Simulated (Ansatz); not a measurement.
**Geometry relaxation of C7H7F6GaO2 (part 2 of 3)**

The same run, continued: C7H7F6GaO2 (GaMe2(hfac)); RKS PBE-D4/def2-SVP (Ansatz 0.2.0). The geometry: GFN2-xTB start.

Geometry of the input (Å):
```
Ga 1.4374  -0.0477  1.1487
C  0.6801  0.0037  3.0367
H  -0.0324  0.8279  3.1183
H  1.4524  0.1364  3.7946
H  0.1536  -0.9318  3.2395
C  3.1312  -0.1431  0.0257
H  3.0924  -1.0265  -0.6158
H  4.0339  -0.1972  0.6344
H  3.1930  0.7446  -0.6080
O  0.3009  1.3559  0.1310
C  -0.6746  1.2268  -0.6362
C  -1.2901  2.5334  -1.1878
F  -0.5108  3.5871  -0.9627
F  -2.4778  2.7800  -0.6153
F  -1.5050  2.4647  -2.5082
C  -1.2885  0.0460  -1.0417
C  -0.8052  -1.1726  -0.5753
C  -1.5475  -2.4288  -1.0868
F  -1.0952  -3.5436  -0.5209
F  -1.4096  -2.5642  -2.4135
F  -2.8628  -2.3555  -0.8410
O  0.1548  -1.3696  0.1967
H  -2.1301  0.0740  -1.7126
```

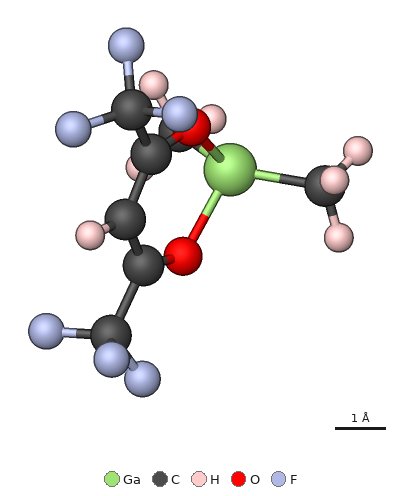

The geometry at step 11 of the log (ball-and-stick view, seen at a tilt).

Trajectory as extended XYZ, continued:
```
23
Properties=species:S:1:pos:R:3:forces:R:3 step=3 energy=-80085.01343
Ga    1.3603   -0.0463    1.0888   -0.1193   0.0049  -0.0954
C     0.7319    0.0103    2.9504    0.0152  -0.0044   0.0063
H    -0.0052    0.8307    3.0700    0.0397  -0.0267   0.0109
H     1.5645    0.1693    3.6637   -0.0424  -0.0004   0.0180
H     0.2283   -0.9471    3.1978    0.0329   0.0330   0.0110
C     3.0515   -0.1484    0.0923    0.0051   0.0017   0.0146
H     3.0424   -1.0421   -0.5647    0.0180   0.0215   0.0284
H     3.9269   -0.2105    0.7681    0.0137  -0.0007  -0.0409
H     3.1567    0.7516   -0.5479    0.0174  -0.0277   0.0316
O     0.3201    1.4230    0.1491   -0.0075  -0.0289   0.0118
C    -0.6663    1.2586   -0.6335   -0.0455  -0.0111  -0.0610
C    -1.2943    2.5631   -1.1842    0.0570  -0.0371   0.0518
F    -0.5012    3.6174   -0.9608   -0.0336  -0.0215  -0.0255
F    -2.4851    2.7831   -0.5821    0.0019   0.0132   0.0000
F    -1.5156    2.4607   -2.5135   -0.0178   0.0112  -0.0041
C    -1.2631    0.0454   -1.0298    0.0890  -0.0052   0.0584
C    -0.8018   -1.2052   -0.5721   -0.0653   0.0109  -0.0260
C    -1.5488   -2.4584   -1.0936    0.0663   0.0289   0.0445
F    -1.0921   -3.5749   -0.5156   -0.0311   0.0255  -0.0263
F    -1.3872   -2.5661   -2.4317   -0.0055  -0.0117  -0.0056
F    -2.8731   -2.3512   -0.8444   -0.0051  -0.0097  -0.0113
O     0.1657   -1.4384    0.2159   -0.0019   0.0331  -0.0047
H    -2.1143    0.0754   -1.7222    0.0187   0.0012   0.0138
23
Properties=species:S:1:pos:R:3:forces:R:3 step=4 energy=-80085.01667
Ga    1.3473   -0.0463    1.0798   -0.0046   0.0025  -0.0025
C     0.7497    0.0125    2.9520   -0.0274  -0.0032   0.0292
H     0.0039    0.8226    3.0811    0.0083  -0.0127   0.0074
H     1.5843    0.1875    3.6592   -0.0033   0.0009  -0.0215
H     0.2635   -0.9488    3.2168    0.0129   0.0171   0.0005
C     3.0537   -0.1519    0.1087    0.0191  -0.0025  -0.0319
H     3.0537   -1.0434   -0.5505    0.0071   0.0090   0.0049
H     3.9260   -0.2188    0.7880   -0.0184   0.0003   0.0048
H     3.1743    0.7476   -0.5286    0.0051  -0.0118   0.0085
O     0.3133    1.4243    0.1441   -0.0083  -0.0264  -0.0011
C    -0.6713    1.2591   -0.6412   -0.0263  -0.0029  -0.0049
C    -1.3025    2.5623   -1.1882    0.0184  -0.0015   0.0078
F    -0.5098    3.6174   -0.9706   -0.0177  -0.0196  -0.0157
F    -2.4905    2.7825   -0.5799    0.0207  -0.0016   0.0005
F    -1.5319    2.4598   -2.5168   -0.0125   0.0016   0.0130
C    -1.2656    0.0456   -1.0361    0.0231  -0.0018   0.0079
C    -0.8101   -1.2051   -0.5769   -0.0075   0.0018  -0.0230
C    -1.5552   -2.4566   -1.1019    0.0123  -0.0020   0.0162
F    -1.1030   -3.5743   -0.5239   -0.0160   0.0220  -0.0150
F    -1.3895   -2.5641   -2.4401    0.0018   0.0019   0.0160
F    -2.8810   -2.3487   -0.8580    0.0095  -0.0013  -0.0109
O     0.1562   -1.4394    0.2130   -0.0097   0.0295   0.0008
H    -2.1154    0.0760   -1.7301    0.0134   0.0007   0.0088
23
Properties=species:S:1:pos:R:3:forces:R:3 step=6 energy=-80085.02125
Ga    1.3196   -0.0448    1.0948    0.1077  -0.0230  -0.1931
C     0.7761    0.0381    2.9749   -0.0076  -0.0353   0.1860
H    -0.0686    0.7498    3.0927    0.0721  -0.0717   0.0316
H     1.6172    0.3647    3.6261   -0.1524  -0.0400  -0.0685
H     0.4400   -0.9692    3.3113    0.0461   0.1632  -0.0288
C     3.0320   -0.1867    0.1192   -0.0261   0.0192   0.0339
H     3.0253   -1.0637   -0.5588   -0.0293   0.0009   0.0128
H     3.8878   -0.2940    0.8154   -0.0167  -0.0025  -0.0066
H     3.2002    0.7210   -0.4960   -0.0293  -0.0103   0.0218
O     0.2924    1.4236    0.1515   -0.0243   0.0120   0.0081
C    -0.6798    1.2596   -0.6505    0.0386  -0.0141   0.0123
C    -1.3200    2.5629   -1.1775   -0.0930   0.0559  -0.0649
F    -0.4704    3.5954   -1.0860   -0.1441  -0.0982  -0.0334
F    -2.4271    2.8404   -0.4423    0.1875   0.0197  -0.1314
F    -1.7050    2.4285   -2.4727    0.0550   0.0596   0.2484
C    -1.2592    0.0478   -1.0648    0.0033  -0.0054  -0.0230
C    -0.8276   -1.2014   -0.5827    0.0692   0.0168   0.0983
C    -1.5437   -2.4527   -1.1415   -0.0343   0.0249  -0.0415
F    -1.1431   -3.5643   -0.5194   -0.0220  -0.0240  -0.0003
F    -1.2773   -2.5751   -2.4638   -0.0189  -0.0089   0.0639
F    -2.8851   -2.3330   -1.0005    0.0851  -0.0142  -0.0157
O     0.0989   -1.4300    0.2571   -0.0422  -0.0061  -0.0885
H    -2.0829    0.0832   -1.7867   -0.0242  -0.0183  -0.0212
23
Properties=species:S:1:pos:R:3:forces:R:3 step=8 energy=-80085.03399
Ga    1.3139   -0.0460    1.0892    0.0039   0.0100   0.0188
C     0.7627    0.0278    2.9750    0.0023   0.0014  -0.0014
H    -0.1206    0.6868    3.0895   -0.0021  -0.0079   0.0043
H     1.5755    0.4120    3.6222   -0.0072   0.0035   0.0027
H     0.4883   -0.9866    3.3283    0.0009  -0.0002   0.0013
C     3.0216   -0.1688    0.1185   -0.0021  -0.0019  -0.0046
H     3.0051   -1.0329   -0.5753    0.0000   0.0026  -0.0040
H     3.8782   -0.2918    0.8096    0.0029  -0.0030   0.0002
H     3.1843    0.7513   -0.4778   -0.0026   0.0004  -0.0010
O     0.2728    1.4184    0.1615    0.0137  -0.0675   0.0093
C    -0.6832    1.2517   -0.6596   -0.0309   0.0926   0.0069
C    -1.3089    2.5723   -1.1674    0.0321  -0.0401  -0.0237
F    -0.3963    3.5538   -1.2040   -0.0537  -0.0426  -0.0156
F    -2.3052    2.9444   -0.3322    0.0292  -0.0020  -0.0327
F    -1.8323    2.4254   -2.4046   -0.0268   0.0153   0.0280
C    -1.2510    0.0378   -1.0879    0.0520   0.0212   0.0146
C    -0.8191   -1.2071   -0.5919    0.0123  -0.0569  -0.0068
C    -1.5391   -2.4618   -1.1403   -0.0036   0.0154   0.0012
F    -1.1821   -3.5642   -0.4748   -0.0061   0.0014  -0.0011
F    -1.2293   -2.6247   -2.4467    0.0071  -0.0208  -0.0142
F    -2.8801   -2.3160   -1.0503   -0.0008  -0.0056  -0.0053
O     0.1100   -1.4377    0.2421   -0.0207   0.0361  -0.0093
H    -2.0649    0.0561   -1.8232    0.0003   0.0485   0.0322
23
Properties=species:S:1:pos:R:3:forces:R:3 step=9 energy=-80085.04049
Ga    1.3156   -0.0527    1.0982   -0.0418   0.0670  -0.0190
C     0.7664    0.0174    2.9846   -0.0007   0.0025   0.0001
H    -0.1322    0.6551    3.1012   -0.0043  -0.0122  -0.0084
H     1.5709    0.4252    3.6276    0.0026  -0.0006   0.0030
H     0.5190   -1.0021    3.3432    0.0008   0.0001   0.0039
C     3.0182   -0.1708    0.1185    0.0036  -0.0017   0.0002
H     2.9971   -1.0296   -0.5817   -0.0023   0.0021  -0.0043
H     3.8776   -0.3008    0.8048    0.0047  -0.0011  -0.0015
H     3.1796    0.7537   -0.4716   -0.0044  -0.0021   0.0029
O     0.2715    1.4238    0.1728   -0.0054   0.0379  -0.0188
C    -0.6843    1.2607   -0.6496    0.0223  -0.0766  -0.0210
C    -1.3199    2.5684   -1.1738    0.0402   0.0099   0.0641
F    -0.3952    3.5242   -1.3205    0.1018   0.0765  -0.0164
F    -2.2407    2.9983   -0.2857   -0.0620   0.0333   0.0781
F    -1.9406    2.3922   -2.3593   -0.0148  -0.0631  -0.0352
C    -1.2471    0.0470   -1.0786   -0.0549  -0.0521  -0.0430
C    -0.8165   -1.2028   -0.5942   -0.0509   0.0439   0.0259
C    -1.5294   -2.4557   -1.1538    0.0203  -0.0101  -0.0063
F    -1.2453   -3.5440   -0.4334    0.0150  -0.0426   0.0587
F    -1.1333   -2.6696   -2.4279    0.0344   0.0027  -0.0697
F    -2.8685   -2.2821   -1.1629   -0.0563   0.0288  -0.0041
O     0.1081   -1.4341    0.2434    0.0440  -0.0284   0.0074
H    -2.0710    0.0785   -1.8014    0.0079  -0.0143   0.0035
23
Properties=species:S:1:pos:R:3:forces:R:3 step=11 energy=-80085.04441
Ga    1.3122   -0.0462    1.0962   -0.0080   0.0125  -0.0005
C     0.7633    0.0182    2.9830   -0.0022   0.0078  -0.0051
H    -0.1425    0.6457    3.0972   -0.0070  -0.0053   0.0019
H     1.5631    0.4349    3.6260    0.0001   0.0045   0.0020
H     0.5266   -1.0031    3.3431    0.0013  -0.0061  -0.0009
C     3.0154   -0.1678    0.1175    0.0025   0.0039  -0.0009
H     2.9913   -1.0239   -0.5859   -0.0039   0.0013  -0.0035
H     3.8761   -0.3018    0.8015   -0.0008  -0.0005   0.0008
H     3.1773    0.7582   -0.4698    0.0025   0.0013  -0.0020
O     0.2700    1.4210    0.1692    0.0134   0.0160   0.0070
C    -0.6875    1.2570   -0.6506    0.0010  -0.0242  -0.0130
C    -1.3144    2.5715   -1.1667   -0.0084   0.0085   0.0008
F    -0.3782    3.5153   -1.3398    0.0053  -0.0135  -0.0022
F    -2.2127    3.0209   -0.2626    0.0149   0.0069   0.0019
F    -1.9605    2.3904   -2.3397   -0.0017   0.0043   0.0148
C    -1.2537    0.0436   -1.0793   -0.0102   0.0117  -0.0049
C    -0.8198   -1.2045   -0.5934   -0.0063   0.0077   0.0177
C    -1.5263   -2.4604   -1.1552    0.0065  -0.0089   0.0031
F    -1.2546   -3.5445   -0.4217   -0.0062   0.0000   0.0099
F    -1.1108   -2.6823   -2.4227    0.0150  -0.0045  -0.0129
F    -2.8658   -2.2829   -1.1855   -0.0075   0.0015  -0.0098
O     0.1081   -1.4332    0.2419    0.0033  -0.0173  -0.0102
H    -2.0765    0.0740   -1.8028   -0.0037  -0.0076   0.0058
23
Properties=species:S:1:pos:R:3:forces:R:3 step=13 energy=-80085.05076
Ga    1.3106   -0.0459    1.0966   -0.0028  -0.0010  -0.0011
C     0.7558    0.0168    2.9817   -0.0082   0.0013   0.0156
H    -0.1825    0.5977    3.0870    0.0181  -0.0180  -0.0023
H     1.5325    0.4829    3.6204   -0.0189  -0.0063  -0.0116
H     0.5718   -1.0117    3.3548    0.0074   0.0199  -0.0055
C     3.0100   -0.1635    0.1116    0.0109  -0.0066   0.0043
H     2.9751   -1.0059   -0.6079   -0.0012   0.0034   0.0002
H     3.8724   -0.3177    0.7893   -0.0003  -0.0011  -0.0037
H     3.1770    0.7720   -0.4593    0.0001   0.0001   0.0034
O     0.2738    1.4160    0.1656    0.0001   0.0358   0.0140
C    -0.6928    1.2547   -0.6440    0.0139  -0.0252  -0.0162
C    -1.3078    2.5743   -1.1571   -0.0767   0.0711  -0.0335
F    -0.3495    3.4786   -1.4216   -0.1080  -0.0934   0.0169
F    -2.1277    3.0836   -0.2074    0.0999  -0.0344  -0.1136
F    -2.0385    2.3817   -2.2810    0.0688   0.0671   0.1226
C    -1.2669    0.0432   -1.0682   -0.0137   0.0336   0.0147
C    -0.8262   -1.2058   -0.5901    0.0028   0.0128   0.0055
C    -1.5163   -2.4653   -1.1637   -0.0260  -0.0301  -0.0247
F    -1.3077   -3.5329   -0.3832   -0.0352   0.0548  -0.0556
F    -1.0202   -2.7273   -2.3967   -0.0294   0.0051   0.0948
F    -2.8502   -2.2709   -1.2871    0.0964  -0.0334  -0.0060
O     0.1050   -1.4330    0.2418    0.0035  -0.0323  -0.0188
H    -2.0977    0.0783   -1.7816   -0.0016  -0.0232   0.0007
23
Properties=species:S:1:pos:R:3:forces:R:3 step=14 energy=-80085.05678
Ga    1.3112   -0.0475    1.0935   -0.0042  -0.0073  -0.0058
C     0.7487    0.0170    2.9757   -0.0528   0.0084   0.1473
H    -0.2435    0.5151    3.0621    0.1621  -0.0886   0.0007
H     1.4812    0.5723    3.6042   -0.1293  -0.0916  -0.0969
H     0.6577   -1.0183    3.3779    0.0163   0.1704  -0.0506
C     3.0102   -0.1668    0.1081    0.0291  -0.0101  -0.0153
H     2.9572   -0.9806   -0.6442    0.0017   0.0321   0.0244
H     3.8705   -0.3647    0.7785   -0.0281   0.0059  -0.0208
H     3.1951    0.7876   -0.4269    0.0028  -0.0290   0.0159
O     0.2790    1.4142    0.1572    0.0041   0.0173   0.0004
C    -0.6973    1.2545   -0.6415   -0.0176  -0.0248   0.0325
C    -1.3032    2.5794   -1.1508   -0.0518   0.0331  -0.0217
F    -0.3326    3.4474   -1.4778   -0.0333  -0.0164  -0.0096
F    -2.0577    3.1310   -0.1739    0.0446  -0.0252  -0.0554
F    -2.0922    2.3922   -2.2331    0.0367   0.0260   0.0639
C    -1.2845    0.0446   -1.0522    0.0105   0.0156   0.0119
C    -0.8353   -1.2054   -0.5829    0.0033   0.0136  -0.0213
C    -1.5093   -2.4683   -1.1676   -0.0369   0.0023  -0.0325
F    -1.3535   -3.5215   -0.3569   -0.0253   0.0201  -0.0277
F    -0.9490   -2.7590   -2.3656   -0.0182   0.0031   0.0737
F    -2.8322   -2.2668   -1.3682    0.0722  -0.0243   0.0016
O     0.1021   -1.4345    0.2416    0.0140  -0.0163  -0.0163
H    -2.1227    0.0784   -1.7570    0.0001  -0.0143   0.0016
23
Properties=species:S:1:pos:R:3:forces:R:3 step=16 energy=-80085.06328
Ga    1.3121   -0.0475    1.0851    0.0067  -0.0196   0.0048
C     0.7420    0.0158    2.9649   -0.0650   0.0044   0.1753
H    -0.2950    0.4155    3.0412    0.1818  -0.0730  -0.0070
H     1.4152    0.6595    3.5759   -0.1199  -0.1078  -0.1041
H     0.7539   -1.0098    3.4015    0.0015   0.1759  -0.0685
C     3.0164   -0.1688    0.1093    0.0404  -0.0014  -0.0249
H     2.9450   -0.9407   -0.6850    0.0050   0.0393   0.0363
H     3.8633   -0.4285    0.7765   -0.0385   0.0091  -0.0301
H     3.2382    0.8058   -0.3742   -0.0048  -0.0456   0.0246
O     0.2843    1.4141    0.1477   -0.0087  -0.0053  -0.0048
C    -0.7036    1.2547   -0.6372   -0.0071   0.0260   0.0328
C    -1.3027    2.5843   -1.1443   -0.0490   0.0395  -0.0164
F    -0.3262    3.4209   -1.5359   -0.0688  -0.0466   0.0079
F    -1.9955    3.1757   -0.1449    0.0620  -0.0463  -0.0816
F    -2.1463    2.3951   -2.1837    0.0375   0.0356   0.0564
C    -1.2991    0.0459   -1.0396    0.0272   0.0159   0.0150
C    -0.8385   -1.2050   -0.5837   -0.0139  -0.0083   0.0003
C    -1.5076   -2.4695   -1.1702   -0.0301  -0.0115  -0.0507
F    -1.4105   -3.5055   -0.3271   -0.0221   0.0401  -0.0384
F    -0.8916   -2.7988   -2.3306   -0.0331   0.0040   0.0853
F    -2.8155   -2.2540   -1.4425    0.0843  -0.0270   0.0105
O     0.1079   -1.4370    0.2298    0.0116   0.0009  -0.0260
H    -2.1464    0.0776   -1.7332    0.0029   0.0017   0.0033
23
Properties=species:S:1:pos:R:3:forces:R:3 step=17 energy=-80085.06769
Ga    1.3158   -0.0491    1.0745    0.0073  -0.0107   0.0053
C     0.7381    0.0107    2.9519   -0.0658  -0.0082   0.1798
H    -0.3273    0.3279    3.0229    0.1861  -0.0583  -0.0103
H     1.3584    0.7216    3.5440   -0.1075  -0.1162  -0.0952
H     0.8342   -0.9993    3.4145   -0.0153   0.1814  -0.0759
C     3.0304   -0.1691    0.1170    0.0899   0.0247  -0.0577
H     2.9449   -0.8908   -0.7241    0.0192   0.0742   0.0799
H     3.8560   -0.4989    0.7836   -0.0857   0.0298  -0.0767
H     3.2974    0.8258   -0.3046   -0.0299  -0.1243   0.0545
O     0.2882    1.4179    0.1405   -0.0513  -0.0030   0.0017
C    -0.7125    1.2585   -0.6283    0.0701   0.0180  -0.0751
C    -1.3113    2.5861   -1.1434   -0.0276   0.0905   0.0263
F    -0.3348    3.3970   -1.5931   -0.1324  -0.0932   0.0345
F    -1.9509    3.2105   -0.1281    0.0643  -0.0432  -0.1212
F    -2.2009    2.3925   -2.1442    0.0924   0.0343   0.1041
C    -1.3074    0.0494   -1.0294   -0.0141  -0.0180   0.0325
C    -0.8380   -1.2035   -0.5884   -0.0244  -0.0060   0.0063
C    -1.5114   -2.4675   -1.1703   -0.0128  -0.0689  -0.0564
F    -1.4715   -3.4840   -0.2953   -0.0205   0.1008  -0.0912
F    -0.8519   -2.8409   -2.2940   -0.0778   0.0156   0.1259
F    -2.8027   -2.2349   -1.5030    0.1253  -0.0413   0.0187
O     0.1209   -1.4401    0.2093    0.0070   0.0134  -0.0179
H    -2.1636    0.0805   -1.7119    0.0035   0.0088   0.0082
23
Properties=species:S:1:pos:R:3:forces:R:3 step=19 energy=-80085.07446
Ga    1.3180   -0.0540    1.0700   -0.0006  -0.0061  -0.0046
C     0.7331    0.0062    2.9452   -0.0439  -0.0010   0.1389
H    -0.3544    0.2327    3.0057    0.1481  -0.0323  -0.0038
H     1.2881    0.7843    3.5156   -0.0806  -0.1081  -0.0776
H     0.9145   -0.9767    3.4360   -0.0258   0.1403  -0.0608
C     3.0353   -0.1666    0.1174    0.0625   0.0058  -0.0404
H     2.9400   -0.8331   -0.7656    0.0060   0.0493   0.0585
H     3.8451   -0.5579    0.7676   -0.0521   0.0231  -0.0446
H     3.3327    0.8425   -0.2407   -0.0192  -0.0746   0.0301
O     0.2945    1.4150    0.1333   -0.0123   0.0025   0.0077
C    -0.7089    1.2584   -0.6319    0.0225  -0.0045  -0.0142
C    -1.3078    2.5882   -1.1401   -0.0046  -0.0190   0.0213
F    -0.3385    3.3831   -1.6215    0.0208   0.0126  -0.0141
F    -1.9136    3.2264   -0.1178   -0.0017   0.0138   0.0162
F    -2.2222    2.3962   -2.1140   -0.0202  -0.0032  -0.0162
C    -1.3114    0.0506   -1.0263   -0.0013  -0.0092   0.0011
C    -0.8398   -1.2034   -0.5918   -0.0301   0.0152   0.0203
C    -1.5160   -2.4687   -1.1673    0.0167   0.0093  -0.0132
F    -1.5160   -3.4638   -0.2706   -0.0115  -0.0015   0.0100
F    -0.8330   -2.8766   -2.2601    0.0052  -0.0109   0.0057
F    -2.7913   -2.2271   -1.5407   -0.0024  -0.0031  -0.0077
O     0.1232   -1.4411    0.2007    0.0228   0.0001  -0.0172
H    -2.1718    0.0852   -1.7030    0.0018   0.0016   0.0045
```
